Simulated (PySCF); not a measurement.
C5H9NOSi2

```
atom    x (Å)    y (Å)    z (Å)
   O  -4.3375   0.3959   0.2205
   C  -3.3918  -0.2364   0.6209
   C  -2.0331  -0.1761   0.0807
   C  -1.0097  -0.9124   0.5551
  Si   0.5399  -0.5511  -0.4697
   N   1.8342   0.0146   0.5240
  Si   3.4997   0.2384   0.0830
   C  -0.4536   0.7110  -1.4654
   C  -1.7169   0.7238  -1.0322
   H  -3.4983  -0.9442   1.4699
   H  -1.1421  -1.6075   1.3672
   H   1.0008  -1.6934  -1.2544
   H   1.5452   0.5179   1.3481
   H   4.2034   0.4593   1.3456
   H   3.6745   1.3818  -0.8184
   H   3.9109  -0.9924  -0.5849
   H  -0.1257   1.3348  -2.2804
   H  -2.5086   1.3424  -1.4281
```

Geometry: GFN2-xTB.

Method: PBE0/pcSseg-1, SCF density, gas phase, non-relativistic in PySCF.

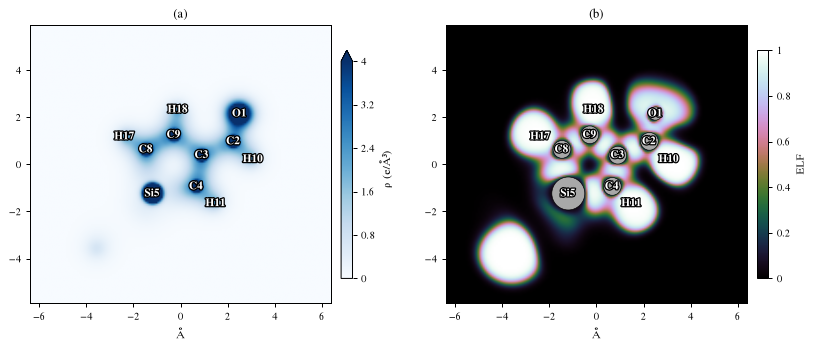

Figure 1. (a) electron density; (b) ELF on the plane of atoms C9, C8 and H17. Grey discs cover the atomic cores in the ELF map.

**What do the fields say about this system?**

- The plane passes through O, C, Si and H nuclei.
- C–O (1.21 Å): ρ at the midpoint is about 3.3 e/Å³; the ELF peaks at about 0.85 between the atoms (a short, multiple covalent bond).
- C–C (1.34 Å): the density is about 2.3 e/Å³ at the midpoint; the ELF peaks at about 0.95 between the atoms; a short, multiple covalent bond.
- C–Si (1.89 Å): ρ is about 0.93 e/Å³ halfway; the ELF peaks at about 0.95 between the atoms, as expected for a covalent bond.
- C–C (1.46 Å): ρ at the midpoint is about 1.9 e/Å³; the ELF peaks at about 0.95 between the atoms: a shared electron pair.
- C–H (1.08 Å): ρ at the midpoint is about 2 e/Å³; the ELF climbs to about 1 towards the hydrogen, as it does in any bond to H; an ordinary covalent bond to hydrogen.
- The ELF also peaks beside O1, away from the bonds: lone-pair regions.

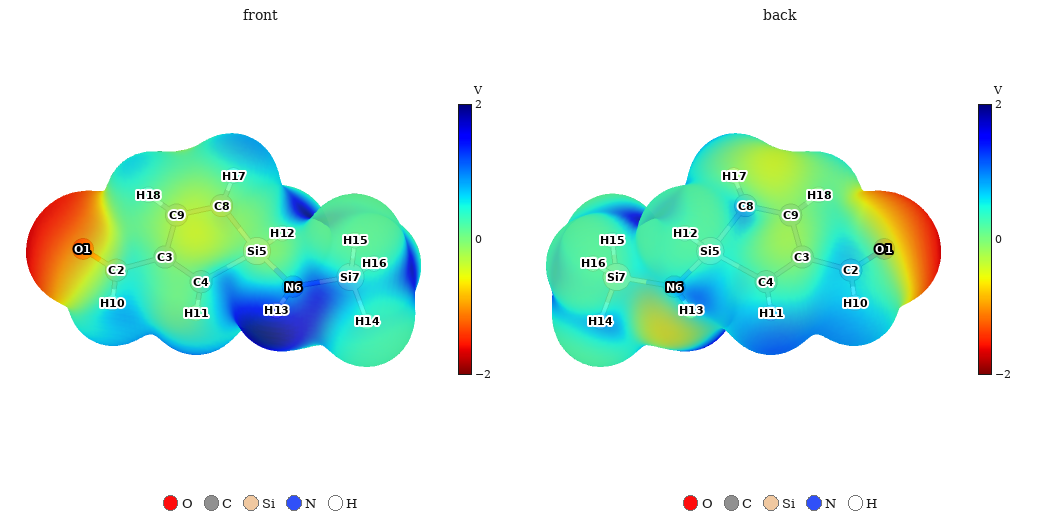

Figure 2. The electrostatic potential painted on the density surface at 0.002 e/bohr³, seen from the front and from behind; the colour scale runs from red (negative) to blue (positive).

**Describe the electrostatic potential map.**

The most negative region (about −1.6 V, or −37 kcal/mol for a unit charge) lies over O1, the most positive (about +1.9 V, or +44 kcal/mol for a unit charge) over Si5, Si7 and H13. O1 is the likeliest acceptor of a hydrogen bond.

**What dipole moment does the calculation give?**

Its dipole moment is 3.28 D.
